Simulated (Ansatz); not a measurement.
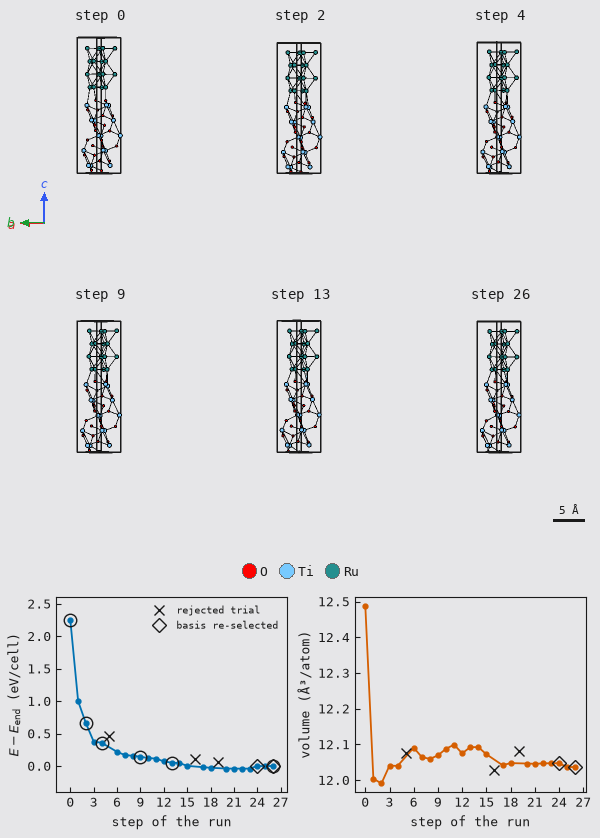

Frames of a relaxation of an interface cell of composition Ti₅Ru₈O₁₀, marked on the history of the run. Style: ball-and-stick. Shown: the cell of the calculation, from a free direction.

Case: film shifted by (0, 0) in the plane.

All numbers below come from DFT PBE, scalar-relativistic, plane waves, PAW in Ansatz. Settings: plane-wave cutoff 420 eV; k-point mesh 8 × 7 × 2; occupations gaussian; smearing width 0.1 eV; no spin polarisation; cell relaxed at fixed a, b, gamma, alpha, beta; force threshold 0.02 eV/Å; at most 70 steps.

**What happens along the run?**

Over 21 accepted moves (26 points after the start) the energy falls by 2.243 eV per cell of the calculation. The largest force component goes from 1.6 to 0.013 eV/Å. The pressure goes from −5.61 to 0.36 GPa. The line search rejected the trial steps at points 5, 16, 19 of the run. The SCF was repeated twice at an unchanged geometry on a basis and grid sized afresh for the cell, which shifted the energy by 40.6 meV per cell of the calculation at most. The atom that moves furthest relative to the cell is an O atom (0.69 Å roughly along [3 3 −1]). By element the largest moves are O 0.69 Å, Ti 0.42 Å, Ru 0.42 Å. Cell: a unchanged at 4.643 Å, b unchanged at 5.509 Å, c 22.459 → 21.647 Å (−3.6 %). Volume −3.6 %. Near-neighbour distances that change, for instance: O–Ru 3.082 → 2.199 Å, Ru–Ti 3.652 → 2.985 Å, Ru–Ti 3.307 → 2.652 Å, O–Ru 2.764 → 2.168 Å. Among the angles between lasting bonds that change: Ti–O–Ti 130.8° → 153.2°, Ti–O–Ru 118.9° → 99.8°, O–Ti–O 180.0° → 162.1°. From step 0 to 2: an O atom moves most (0.23 Å), volume −4.0 %, energy −1.585 eV per cell of the calculation. From step 2 to 4: an O atom moves most (0.26 Å), volume +0.4 %, energy −0.299 eV per cell of the calculation. From step 4 to 9: a Ti atom moves most (0.20 Å), volume +0.2 %, energy −0.216 eV per cell of the calculation. From step 9 to 13: a Ti atom moves most (0.29 Å), volume +0.2 %, energy −91.4 meV per cell of the calculation. From step 13 to 26: a Ru atom moves most (0.24 Å), volume −0.5 %, energy −51.5 meV per cell of the calculation.
